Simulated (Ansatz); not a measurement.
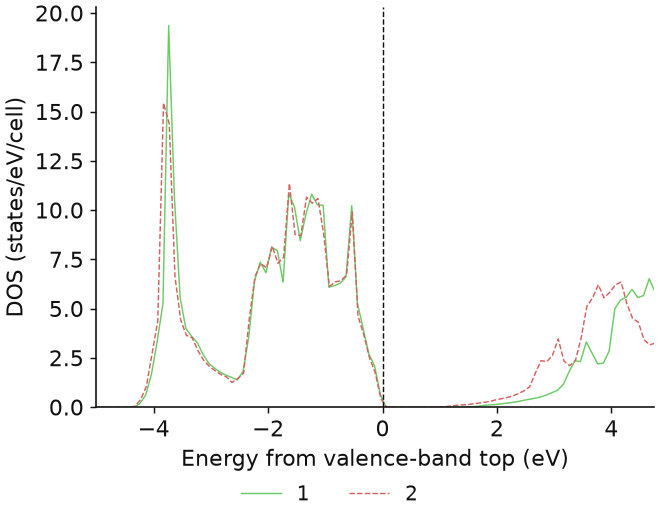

Total densities of states of Cd₄SeS₃, space group P-43m, 8 atoms in the cell, by two methods on the same cell. Each is counted from its own valence-band top.

Which curve is which? The methods: r2SCAN, PBEsol.

Answer. 1 is r2SCAN; 2 is PBEsol. r2SCAN gives a gap of 1.32 eV and PBEsol gives a gap of 0.74 eV.

Settings. r2SCAN: DFT r2SCAN, scalar-relativistic, plane waves, PAW, no spin polarisation, 6×6×6 k mesh, 500 eV cutoff (Ansatz 0.2.0). PBEsol: DFT PBEsol, scalar-relativistic, plane waves, PAW, no spin polarisation, 6×6×6 k mesh, 420 eV cutoff (Ansatz).

The structure is an invented one, so it need not be a known or stable phase.
